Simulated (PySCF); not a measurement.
V(O)(F)3, F3OV, SMILES [F][V]([F])([F])=[O], B3LYP/def2-SVP optimised geometry. Atoms within 1.6 Å of the plane z = 0.6 Å (x, y, z in Å): V1 (-0.61, -0.73, 0.00), O2 (-1.10, 0.73, 0.00), F3 (1.10, -0.73, 0.00), F5 (-1.20, -1.50, 1.41).

Calculation: B3LYP/def2-TZVP (PySCF).

Map of the Laplacian of the electron density (e/bohr⁵), clipped to [-1.50, 1.50] on the plane z = 0.6 Å:

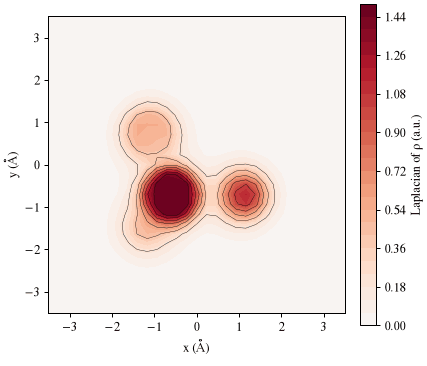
Laplacian of the electron density (e/bohr⁵), clipped to [-1.50, 1.50] on the plane z = 0.6 Å.
